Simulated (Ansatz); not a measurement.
```xyz
9

B    -1.1092    0.2059    0.2198
Si    1.0287   -0.2908   -0.1946
H    -0.9705   -0.5368   -0.7351
H    -1.7640   -0.3101    1.0777
H     0.0052    0.2280    0.9403
Cl   -1.4676    1.9220   -0.2195
H     1.0119   -1.7671   -0.2113
H     1.0935    0.3672   -1.5116
H     2.1721    0.1817    0.6343
```

The product side of a reaction path; geometry: PBE0-D4/def2-TZVP.

Computed with RKS PBE0-D4/def2-TZVPP (Ansatz 0.2.0).

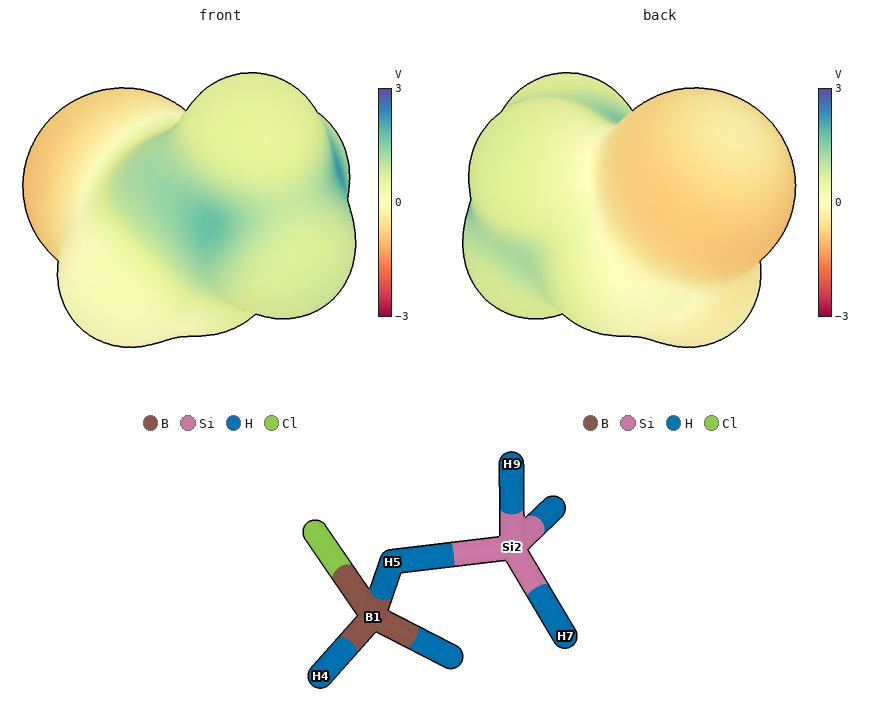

BClH$_{6}$Si. The electrostatic potential painted on the density surface at 0.002 e/bohr³, seen from the front and from behind; the colour scale runs from red (negative) to blue (positive). The bare structure is drawn below in the same view.

Where is the surface potential most negative and most positive?

Answer. The most negative region (about −0.9 V, or −21 kcal/mol for a unit charge) lies over Cl6, the most positive (about +2.0 V, or +46 kcal/mol for a unit charge) over Si2.
